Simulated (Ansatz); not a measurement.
Al$_{9}$H$_{24}$P$_{9}$

Input

```
crystal:
  periodic: [false, false, false]
  atoms:
    - {symbol: Al, position_ang: [0.000836, -4.616833, -1.419686]}
    - {symbol: P, position_ang: [-0.004171, -4.378872, 1.044664]}
    - {symbol: P, position_ang: [-0.000588, -2.241054, -1.884418]}
    - {symbol: Al, position_ang: [-2.034935, -1.175024, -1.223113]}
    - {symbol: Al, position_ang: [-0.000921, -2.240650, 2.167556]}
    - {symbol: P, position_ang: [-1.847968, -1.064917, 1.194690]}
    - {symbol: P, position_ang: [-1.939713, 1.119171, -1.886496]}
    - {symbol: Al, position_ang: [-3.997822, 2.306834, -1.424112]}
    - {symbol: Al, position_ang: [-1.940906, 1.123671, 2.165197]}
    - {symbol: P, position_ang: [-3.791316, 2.193153, 1.040415]}
    - {symbol: Al, position_ang: [2.034327, -1.176012, -1.223477]}
    - {symbol: P, position_ang: [1.847215, -1.066900, 1.194378]}
    - {symbol: P, position_ang: [1.940150, 1.118342, -1.886692]}
    - {symbol: Al, position_ang: [0.000558, 2.348788, -1.226027]}
    - {symbol: Al, position_ang: [1.942336, 1.121560, 2.164982]}
    - {symbol: P, position_ang: [0.001208, 2.134439, 1.192055]}
    - {symbol: Al, position_ang: [3.997227, 2.307839, -1.424408]}
    - {symbol: P, position_ang: [3.795017, 2.187023, 1.040137]}
    - {symbol: H, position_ang: [-1.412775, -5.273149, -1.792947]}
    - {symbol: H, position_ang: [1.418051, -5.269218, -1.786235]}
    - {symbol: H, position_ang: [-1.088071, -5.119827, 1.613318]}
    - {symbol: H, position_ang: [1.072076, -5.127184, 1.618172]}
    - {symbol: H, position_ang: [-0.000804, -2.138870, -3.314869]}
    - {symbol: H, position_ang: [-3.365513, -1.943540, -1.657496]}
    - {symbol: H, position_ang: [-0.000546, -2.343577, 3.760655]}
    - {symbol: H, position_ang: [-3.006310, -1.732670, 1.710836]}
    - {symbol: H, position_ang: [-1.850551, 1.066491, -3.316852]}
    - {symbol: H, position_ang: [-5.271545, 1.406264, -1.791628]}
    - {symbol: H, position_ang: [-3.858200, 3.859055, -1.797635]}
    - {symbol: H, position_ang: [-2.030689, 1.176715, 3.758208]}
    - {symbol: H, position_ang: [-4.977150, 1.633686, 1.613131]}
    - {symbol: H, position_ang: [-3.893423, 3.502348, 1.608558]}
    - {symbol: H, position_ang: [3.364667, -1.944784, -1.658116]}
    - {symbol: H, position_ang: [3.005097, -1.735551, 1.710396]}
    - {symbol: H, position_ang: [1.850965, 1.065642, -3.317046]}
    - {symbol: H, position_ang: [0.000691, 3.884866, -1.662130]}
    - {symbol: H, position_ang: [2.032108, 1.174765, 3.757991]}
    - {symbol: H, position_ang: [0.001884, 3.471963, 1.706920]}
    - {symbol: H, position_ang: [5.272167, 1.411346, -1.797506]}
    - {symbol: H, position_ang: [3.853436, 3.861028, -1.792416]}
    - {symbol: H, position_ang: [4.979089, 1.619764, 1.608826]}
    - {symbol: H, position_ang: [3.904815, 3.493869, 1.612228]}
basis:
  gaussian: {orbitals: def2-TZVP, fitting: {mean_field: def2-universal-jkfit}, initial_orbitals: start.molden}
hamiltonian: {xc: pbe0, dispersion: d4}
scf: {omitted_lower_state_checks: [starts]}
output: {orbitals: {seedname: orbitals}}
```

Run with:

```sh
ansatz run in.yaml --threads 2 --pin off --events-out ev --progress --plain --max-ram 32768MiB --backend cuda --devices 0, --max-vram 18GiB
```

Geometry: PBE-D4/def2-SVP.

These are results of Ansatz, RKS PBE0-D4/def2-TZVP, not measurements.

### What will maps of the electron density and electron localisation function show?

Al–P (2.42 Å): ρ at the midpoint is about 0.51 e/Å³; the ELF peaks at about 1 between the atoms; a shared electron pair.
P–H (1.43 Å): the density is about 1.1 e/Å³ at the midpoint; the ELF climbs to about 1 towards the hydrogen, as it does in any bond to H.
Al–P (2.48 Å): the density is about 0.45 e/Å³ at the midpoint; the ELF peaks at about 1 between the atoms (a shared electron pair).
Al–H (1.60 Å): the density is about 0.54 e/Å³ at the midpoint; the ELF climbs to about 1 towards the hydrogen.

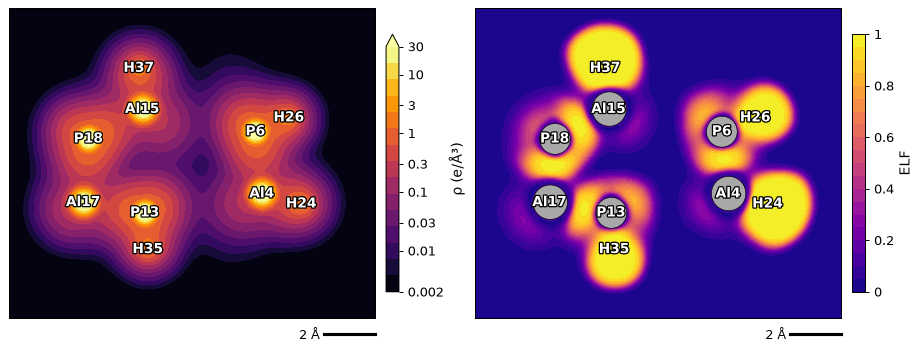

Computed electron density and electron localisation function on the plane of atoms P13, Al17 and P18, in this order. Grey discs cover the atomic cores in the ELF map. 
